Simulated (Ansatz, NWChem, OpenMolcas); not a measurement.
# A ladder of methods for C2H4F2 (SMILES CC(F)F)

C2H4F2: 8 atoms, total charge 0, spin state singlet. As SMILES, `CC(F)F`. The coordinates come from a PBE0-D4/def2-TZVP relaxation.

```xyz
8

C     0.0033    0.7776    0.0233
C    -0.0520   -0.7182   -0.0082
F     0.9255   -1.2434    0.7791
F     0.1682   -1.1721   -1.2719
H     0.9814    1.1119   -0.3254
H    -0.1572    1.1328    1.0418
H    -0.7710    1.1906   -0.6240
H    -1.0061   -1.1364    0.3295
```

Quantity: the vertical ionisation energy (to the doublet cation), in eV. The values are calculated.

```json
{"level": "HF/6-311+G**", "kind": "Hartree–Fock", "program": "Ansatz", "value (eV)": "12.80", "CPU time (all runs)": "14 s"}
{"level": "SVWN5/6-311+G**", "kind": "LDA", "program": "OpenMolcas", "value (eV)": "12.02", "CPU time (all runs)": "1.8 min"}
{"level": "BLYP/6-311+G**", "kind": "GGA", "program": "NWChem", "value (eV)": "11.80", "CPU time (all runs)": "76 s"}
{"level": "TPSS/6-311+G**", "kind": "meta-GGA", "program": "NWChem", "value (eV)": "11.88", "CPU time (all runs)": "78 s"}
{"level": "r2SCAN/6-311+G**", "kind": "meta-GGA", "program": "OpenMolcas", "value (eV)": "12.08", "CPU time (all runs)": "3.4 min"}
{"level": "PBE0/6-311+G**", "kind": "global hybrid", "program": "OpenMolcas", "value (eV)": "12.39", "CPU time (all runs)": "2.4 min"}
{"level": "wB97M-V/6-311+G**", "kind": "range-separated hybrid", "program": "Ansatz", "value (eV)": "12.56", "CPU time (all runs)": "4 min"}
{"level": "CCSD/6-311+G**", "kind": "coupled cluster or CI", "program": "Ansatz", "value (eV)": "12.82", "CPU time (all runs)": "4.2 min"}
```

The values span 11.80 to 12.82 eV. CPU times are rough (shared hosts, several kinds of processor): they show what a rung costs within a factor of a few.

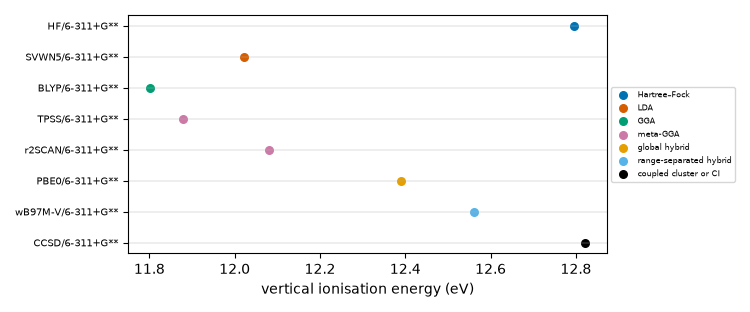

The values of the table, level by level.
